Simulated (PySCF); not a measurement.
Geometry relaxation of C$_{2}$H$_{6}$Si (part 3 of 3)

C$_{2}$H$_{6}$Si, SMILES C=C[SiH3]; SVWN5/3-21G, RKS (PySCF 2.14.0). The geometry comes from this level: PBE0-D4/def2-TZVP.

Geometry of the input (Å):
```
C  -0.7137  0.8702  -1.0483
C  -0.0713  0.7125  0.1056
Si 0.5606  -0.9320  0.7001
H  -0.9057  0.0330  -1.7139
H  -1.0767  1.8386  -1.3815
H  0.0894  1.5920  0.7276
H  2.0358  -0.8939  0.8938
H  0.2234  -1.9724  -0.3073
H  -0.0532  -1.2943  2.0067
```

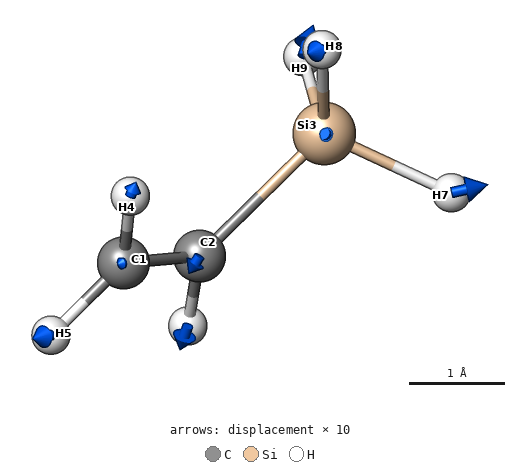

Figure 1. The starting structure with the displacements as blue arrows, magnified 10 times (ball-and-stick view, seen at a tilt). The two geometries are laid on each other by the best rigid fit. Over 14 geometry steps the energy falls by 0.77 kcal/mol. Largest force component: 0.44 eV/Å at the start, 0.00024 eV/Å at the end. The largest moves after the best rigid fit, 0.041 Å, are those of H7 and H9. By element the largest moves are H 0.041 Å, C 0.023 Å, Si 0.013 Å. Distances before and after: Si3–H7 1.488 → 1.514 Å, C2–Si3 1.859 → 1.884 Å, C1–H4 1.087 → 1.099 Å, C1–C2 1.330 → 1.336 Å. (Atoms are counted from 1 in the order of the input.)

```
Step   14 : Displace = 2.233e-05/3.383e-05 (rms/max) Trust = 2.210e-05 (-) Grad = 3.409e-06/5.935e-06 (rms/max) E (change) = -365.3751475649 (-7.054e-10) Quality = 0.479
Hessian Eigenvalues: 9.17651e-04 3.79758e-03 2.30059e-02 ... 4.36735e-01 4.71188e-01 6.37189e-01
Converged! =D

converged: True
C          -0.71778733        0.87105720       -1.05451015
C          -0.07273726        0.73368540        0.10725219
Si          0.56807097       -0.93121568        0.71166001
H          -0.90554682        0.01310416       -1.71586756
H          -1.09119932        1.84317274       -1.40583987
H           0.09364688        1.62038288        0.73871993
H           2.06946610       -0.91929194        0.90268912
H           0.21331722       -1.96861480       -0.33041295
H          -0.05616013       -1.32732479        2.03237131
converged SCF energy = -365.37514756493
Final energy -365.37514756492953
```

## Trajectory as extended XYZ (Å, eV, eV/Å), 15 frames, from step=0 to step=14
```
9
Properties=species:S:1:pos:R:3:forces:R:3 step=0 energy=-9942.33079
C    -0.7137    0.8702   -1.0483    0.0199  -0.0496   0.0199
C    -0.0713    0.7125    0.1056   -0.0820   0.1045  -0.1167
Si    0.5606   -0.9320    0.7001    0.0261   0.0610   0.0715
H    -0.9057    0.0330   -1.7139   -0.0830  -0.3367  -0.2782
H    -1.0767    1.8386   -1.3815   -0.1430   0.3805  -0.1316
H     0.0894    1.5920    0.7276    0.1024   0.3000   0.3015
H     2.0358   -0.8939    0.8938    0.4395  -0.0265   0.0558
H     0.2234   -1.9724   -0.3073   -0.1062  -0.2897  -0.3041
H    -0.0532   -1.2943    2.0067   -0.1735  -0.1439   0.3819
9
Properties=species:S:1:pos:R:3:forces:R:3 step=1 energy=-9942.36378
C    -0.7190    0.8747   -1.0566    0.0348  -0.0017   0.0659
C    -0.0742    0.7307    0.1065   -0.0694   0.0379  -0.1172
Si    0.5656   -0.9334    0.7088    0.0270   0.0038   0.0520
H    -0.9101    0.0230   -1.7254    0.0122  -0.0057   0.0207
H    -1.0897    1.8500   -1.4019   -0.0003   0.0027   0.0005
H     0.0907    1.6176    0.7391    0.0059  -0.0239   0.0016
H     2.0674   -0.9107    0.9027   -0.0132  -0.0143  -0.0044
H     0.2160   -1.9809   -0.3247   -0.0039   0.0113  -0.0036
H    -0.0576   -1.3180    2.0345    0.0072  -0.0104  -0.0155
9
Properties=species:S:1:pos:R:3:forces:R:3 step=2 energy=-9942.36409
C    -0.7186    0.8755   -1.0554    0.0092  -0.0353   0.0051
C    -0.0748    0.7347    0.1068   -0.0091   0.0336  -0.0051
Si    0.5654   -0.9308    0.7093    0.0121   0.0081   0.0255
H    -0.9030    0.0151   -1.7147   -0.0141   0.0170  -0.0204
H    -1.0923    1.8474   -1.4075    0.0057  -0.0114   0.0066
H     0.0909    1.6205    0.7401    0.0033  -0.0084   0.0025
H     2.0671   -0.9151    0.9011   -0.0066  -0.0055  -0.0030
H     0.2121   -1.9722   -0.3292   -0.0026   0.0056  -0.0032
H    -0.0576   -1.3224    2.0325    0.0024  -0.0039  -0.0080
9
Properties=species:S:1:pos:R:3:forces:R:3 step=3 energy=-9942.36424
C    -0.7181    0.8727   -1.0555   -0.0165   0.0155  -0.0249
C    -0.0749    0.7357    0.1066    0.0206  -0.0219   0.0308
Si    0.5664   -0.9292    0.7116   -0.0014   0.0033  -0.0016
H    -0.9052    0.0158   -1.7183    0.0028  -0.0024   0.0045
H    -1.0913    1.8451   -1.4062   -0.0023   0.0014  -0.0039
H     0.0906    1.6214    0.7395   -0.0028   0.0052  -0.0039
H     2.0677   -0.9176    0.9020    0.0026   0.0010  -0.0006
H     0.2110   -1.9670   -0.3296   -0.0006  -0.0022  -0.0020
H    -0.0566   -1.3248    2.0329   -0.0023  -0.0001   0.0017
9
Properties=species:S:1:pos:R:3:forces:R:3 step=4 energy=-9942.36426
C    -0.7184    0.8733   -1.0557   -0.0003  -0.0007  -0.0002
C    -0.0747    0.7351    0.1067    0.0018  -0.0014   0.0029
Si    0.5665   -0.9296    0.7116   -0.0005   0.0012  -0.0006
H    -0.9052    0.0160   -1.7180    0.0002  -0.0006   0.0001
H    -1.0916    1.8457   -1.4066    0.0002  -0.0001   0.0003
H     0.0907    1.6211    0.7393   -0.0006   0.0019  -0.0010
H     2.0679   -0.9173    0.9020    0.0001   0.0000  -0.0006
H     0.2114   -1.9679   -0.3294   -0.0001  -0.0003  -0.0006
H    -0.0568   -1.3246    2.0331   -0.0006  -0.0003  -0.0003
9
Properties=species:S:1:pos:R:3:forces:R:3 step=5 energy=-9942.36426
C    -0.7181    0.8729   -1.0552    0.0005   0.0018   0.0021
C    -0.0744    0.7356    0.1074   -0.0010  -0.0018  -0.0026
Si    0.5663   -0.9294    0.7113    0.0017   0.0002   0.0032
H    -0.9045    0.0149   -1.7168   -0.0003   0.0003  -0.0004
H    -1.0916    1.8448   -1.4069    0.0001   0.0000   0.0002
H     0.0908    1.6220    0.7396   -0.0006  -0.0003  -0.0018
H     2.0679   -0.9176    0.9016   -0.0001  -0.0006  -0.0001
H     0.2109   -1.9671   -0.3302   -0.0002   0.0008  -0.0002
H    -0.0571   -1.3249    2.0326    0.0001  -0.0007  -0.0003
9
Properties=species:S:1:pos:R:3:forces:R:3 step=6 energy=-9942.36426
C    -0.7182    0.8729   -1.0553   -0.0002  -0.0001   0.0000
C    -0.0744    0.7354    0.1071    0.0002  -0.0003   0.0002
Si    0.5665   -0.9295    0.7116    0.0002   0.0000   0.0004
H    -0.9048    0.0151   -1.7172   -0.0001   0.0000  -0.0001
H    -1.0916    1.8450   -1.4067    0.0001   0.0000   0.0001
H     0.0908    1.6219    0.7392    0.0000   0.0002  -0.0004
H     2.0680   -0.9177    0.9018   -0.0001  -0.0001   0.0000
H     0.2111   -1.9671   -0.3301    0.0000   0.0002   0.0000
H    -0.0570   -1.3251    2.0328    0.0000  -0.0002  -0.0002
9
Properties=species:S:1:pos:R:3:forces:R:3 step=7 energy=-9942.36427
C    -0.7182    0.8728   -1.0553   -0.0002  -0.0002  -0.0001
C    -0.0743    0.7353    0.1072    0.0000   0.0000   0.0001
Si    0.5666   -0.9295    0.7116    0.0000   0.0000  -0.0001
H    -0.9049    0.0150   -1.7171    0.0000   0.0000   0.0000
H    -1.0916    1.8449   -1.4067    0.0000   0.0000   0.0001
H     0.0909    1.6219    0.7391    0.0002   0.0001  -0.0001
H     2.0681   -0.9178    0.9019    0.0000   0.0000   0.0001
H     0.2112   -1.9670   -0.3301    0.0001   0.0000   0.0000
H    -0.0570   -1.3253    2.0327    0.0000  -0.0001   0.0000
9
Properties=species:S:1:pos:R:3:forces:R:3 step=8 energy=-9942.36427
C    -0.7181    0.8727   -1.0552   -0.0001  -0.0001   0.0001
C    -0.0742    0.7352    0.1072   -0.0001   0.0003   0.0000
Si    0.5667   -0.9296    0.7117   -0.0001  -0.0001  -0.0003
H    -0.9050    0.0148   -1.7170    0.0000  -0.0001   0.0000
H    -1.0915    1.8448   -1.4066    0.0000   0.0000   0.0000
H     0.0911    1.6219    0.7390    0.0003  -0.0001   0.0001
H     2.0682   -0.9180    0.9020    0.0000   0.0001   0.0001
H     0.2114   -1.9670   -0.3302    0.0001  -0.0001   0.0000
H    -0.0570   -1.3255    2.0327    0.0000   0.0000   0.0000
9
Properties=species:S:1:pos:R:3:forces:R:3 step=9 energy=-9942.36427
C    -0.7181    0.8723   -1.0550    0.0000  -0.0001   0.0002
C    -0.0739    0.7350    0.1072   -0.0002   0.0003  -0.0003
Si    0.5670   -0.9299    0.7117   -0.0002  -0.0001  -0.0004
H    -0.9052    0.0145   -1.7167    0.0001  -0.0001   0.0001
H    -1.0915    1.8444   -1.4064    0.0000  -0.0001  -0.0001
H     0.0917    1.6217    0.7388    0.0003  -0.0002   0.0003
H     2.0684   -0.9182    0.9023    0.0001   0.0001   0.0001
H     0.2118   -1.9672   -0.3303    0.0001  -0.0002   0.0000
H    -0.0570   -1.3259    2.0325    0.0000   0.0001   0.0001
9
Properties=species:S:1:pos:R:3:forces:R:3 step=10 energy=-9942.36427
C    -0.7181    0.8719   -1.0548    0.0002   0.0000   0.0002
C    -0.0734    0.7346    0.1072   -0.0003   0.0003  -0.0004
Si    0.5673   -0.9303    0.7117   -0.0001  -0.0001  -0.0003
H    -0.9055    0.0140   -1.7163    0.0000  -0.0001   0.0001
H    -1.0914    1.8440   -1.4062   -0.0001   0.0000  -0.0001
H     0.0925    1.6214    0.7386    0.0002  -0.0003   0.0004
H     2.0688   -0.9186    0.9026    0.0001   0.0001   0.0000
H     0.2124   -1.9675   -0.3305    0.0000  -0.0002   0.0000
H    -0.0569   -1.3265    2.0324    0.0000   0.0001   0.0001
9
Properties=species:S:1:pos:R:3:forces:R:3 step=11 energy=-9942.36427
C    -0.7180    0.8716   -1.0547    0.0002   0.0000   0.0001
C    -0.0732    0.7343    0.1072   -0.0001   0.0001  -0.0002
Si    0.5676   -0.9306    0.7117    0.0000  -0.0001  -0.0001
H    -0.9056    0.0137   -1.7161    0.0000  -0.0001   0.0000
H    -1.0914    1.8437   -1.4061    0.0000   0.0000  -0.0001
H     0.0930    1.6211    0.7386    0.0000  -0.0001   0.0002
H     2.0690   -0.9188    0.9028    0.0001   0.0000  -0.0001
H     0.2128   -1.9678   -0.3305    0.0000  -0.0001   0.0000
H    -0.0568   -1.3268    2.0323    0.0001   0.0000   0.0001
9
Properties=species:S:1:pos:R:3:forces:R:3 step=12 energy=-9942.36427
C    -0.7179    0.8714   -1.0546    0.0001   0.0000   0.0000
C    -0.0730    0.7341    0.1072    0.0001  -0.0001   0.0001
Si    0.5678   -0.9308    0.7117    0.0001   0.0000   0.0001
H    -0.9057    0.0134   -1.7160    0.0000   0.0000   0.0000
H    -1.0913    1.8435   -1.4060    0.0000   0.0000   0.0000
H     0.0933    1.6208    0.7386   -0.0001   0.0000  -0.0001
H     2.0692   -0.9190    0.9028    0.0000  -0.0001  -0.0001
H     0.2131   -1.9682   -0.3305    0.0000   0.0000   0.0000
H    -0.0566   -1.3270    2.0323    0.0001   0.0000   0.0000
9
Properties=species:S:1:pos:R:3:forces:R:3 step=13 energy=-9942.36427
C    -0.7178    0.8711   -1.0545    0.0000   0.0000  -0.0002
C    -0.0728    0.7338    0.1072    0.0002  -0.0003   0.0002
Si    0.5680   -0.9311    0.7116    0.0001   0.0001   0.0002
H    -0.9056    0.0132   -1.7159    0.0000   0.0000   0.0000
H    -1.0912    1.8433   -1.4059    0.0001   0.0000   0.0001
H     0.0936    1.6205    0.7387   -0.0002   0.0001  -0.0001
H     2.0694   -0.9192    0.9027    0.0000  -0.0001  -0.0001
H     0.2133   -1.9685   -0.3304   -0.0001   0.0001   0.0000
H    -0.0563   -1.3272    2.0323    0.0001  -0.0001   0.0000
9
Properties=species:S:1:pos:R:3:forces:R:3 step=14 energy=-9942.36427
C    -0.7178    0.8711   -1.0545    0.0000   0.0000  -0.0002
C    -0.0727    0.7337    0.1073    0.0001  -0.0002   0.0001
Si    0.5681   -0.9312    0.7117    0.0001   0.0001   0.0002
H    -0.9055    0.0131   -1.7159    0.0000   0.0000   0.0000
H    -1.0912    1.8432   -1.4058    0.0001   0.0000   0.0001
H     0.0936    1.6204    0.7387   -0.0002   0.0001  -0.0001
H     2.0695   -0.9193    0.9027    0.0000  -0.0001  -0.0001
H     0.2133   -1.9686   -0.3304   -0.0001   0.0001   0.0000
H    -0.0562   -1.3273    2.0324    0.0001  -0.0001   0.0000
```

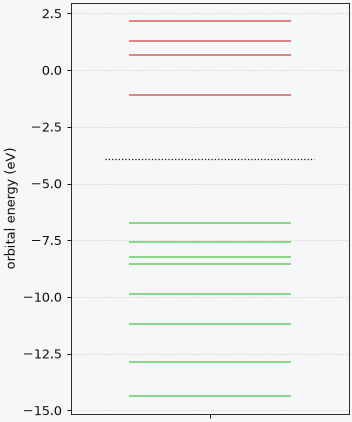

Figure 2. Orbital energies near the frontier; the dotted line parts filled from empty levels, and levels within 0.02 eV of each other stand side by side. Highest filled −6.73 eV, lowest empty −1.08 eV, 5.65 eV apart.

## Key numbers

```csv
quantity,value
outcome,converged
total energy,−365.375148 hartree
basis functions,43
HOMO,−6.73 eV
LUMO,−1.08 eV
dipole moment,0.72 D
hardware,"1 thread of AMD EPYC (Zen 5), 16 GiB of memory available, shared host"
wall time,18 s
peak memory,0.29 GiB
```
